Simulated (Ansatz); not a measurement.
| atom | x (Å) | y (Å) | z (Å) |
| --- | --- | --- | --- |
| Ge | -0.5428 | 0.0000 | -0.8546 |
| H | 0.0474 | 0.0000 | 3.5907 |
| Cl | 1.5322 | 0.0000 | -0.4393 |
| Cl | -1.1151 | 1.7467 | -1.9033 |
| Cl | -1.1151 | -1.7467 | -1.9033 |
| F | -1.3754 | 0.0000 | 0.6517 |
| H | -0.3168 | 0.0000 | 2.9219 |

Level of theory: RKS PBE0/def2-SVP in Ansatz.

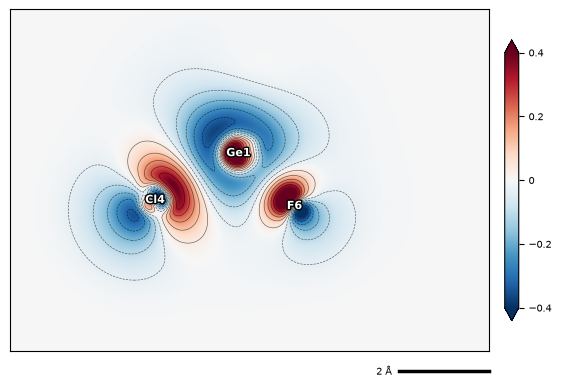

Cl3FGe···H2. The LUMO on the plane of atoms Cl4, Ge1 and F6 (values in Å⁻³ᐟ²; the overall sign is arbitrary).

Where does this orbital lie, and at what energy?

Its weight (Hirshfeld) is mainly on Ge1 (about 35 %), Cl4 (about 20 %), Cl5 (about 20 %), Cl3 (about 20 %) and F6 (about 10 %). Its energy is −2.07 eV.
